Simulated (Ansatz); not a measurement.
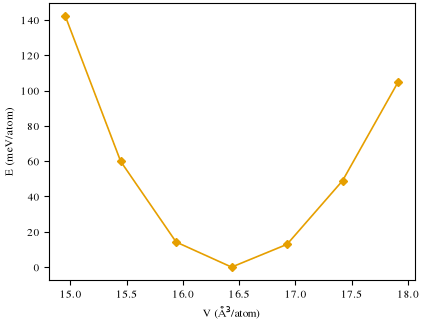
*W in space group P4_2/mnm (No. 136; Pearson symbol tP30) under volume change, PBE (plane waves, PAW; program Ansatz), shape and atoms relaxed at each volume.*

Q: What does a third-order Birch–Murnaghan fit give for V₀, B₀ and B′?

A: V₀ = 16.43 Å³/atom, B₀ = 292 GPa, B′ = 4.1.

The start of the workflow was typed in or built on a structure type; neither database checked (COD, Materials Project) lists it. It is not the phase usual at ambient conditions (space group No. 229). Symmetry was held in the PBE relaxation; its stability against distortions is not shown here. The run is not spin-polarised. Scalar-relativistic: spin–orbit coupling is off unless named, which matters more the heavier the elements.

Potentials: the later of the program's two PAW sets.
